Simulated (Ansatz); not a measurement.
# CH5BClO: the cost of one run

All numbers below are computed with Ansatz 0.2.0 (RKS r2SCANh/6-31G*).

## 1. The structure to begin with

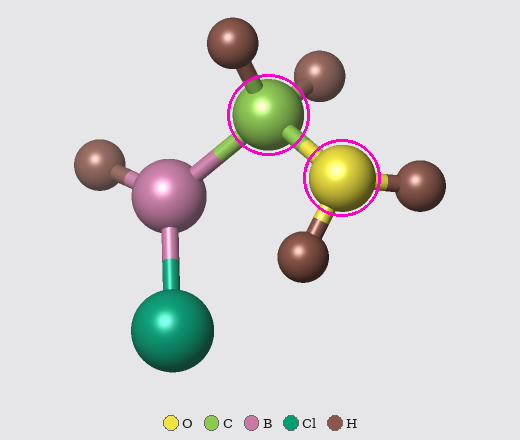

Start, viewed from a chosen angle; oxygen yellow, carbon green, boron pink, chlorine teal, hydrogen brown. Ringed: O1, C2.

Coordinates:

```xyz
9

O    -0.2202    0.7959   -1.0188
C     0.5695   -0.2125   -0.3030
B    -0.2247   -0.7143    0.9861
Cl   -1.7434    0.0009    1.1845
H     0.2172    1.6681   -1.0115
H    -1.0896    0.8286   -0.4713
H     1.5592    0.1803   -0.0738
H     0.7271   -1.0334   -1.0090
H     0.2050   -1.5135    1.7169
```

## 2. Relaxing end A

Contents of input.yaml:

```yaml
crystal:
  periodic: [false, false, false]
  atoms:
    - { symbol: O, position_ang: [-0.22024, 0.79587, -1.01883] }
    - { symbol: C, position_ang: [0.56948, -0.2125, -0.30302] }
    - { symbol: B, position_ang: [-0.22474, -0.71427, 0.98611] }
    - { symbol: Cl, position_ang: [-1.7434, 0.00092, 1.18446] }
    - { symbol: H, position_ang: [0.21719, 1.66806, -1.01152] }
    - { symbol: H, position_ang: [-1.0896, 0.82856, -0.47133] }
    - { symbol: H, position_ang: [1.55917, 0.18031, -0.07378] }
    - { symbol: H, position_ang: [0.72711, -1.03339, -1.00899] }
    - { symbol: H, position_ang: [0.20502, -1.51355, 1.7169] }
total_charge: 1
basis:
  gaussian: { orbitals: "6-31G*" }
hamiltonian:
  xc: r2scanh
relax:
  f_tol: 0.015
  max_steps: 40
```

Started as:

```sh
$ ansatz run input.yaml --threads 1 --pin off --max-ram 2048MiB --backend cpu --events-out ev --progress --plain --runs-dir out
```

What time and memory should one allow on 1 thread of Arm Neoverse V1, shared host?

About 55 s, with a peak of 0.18 GiB.
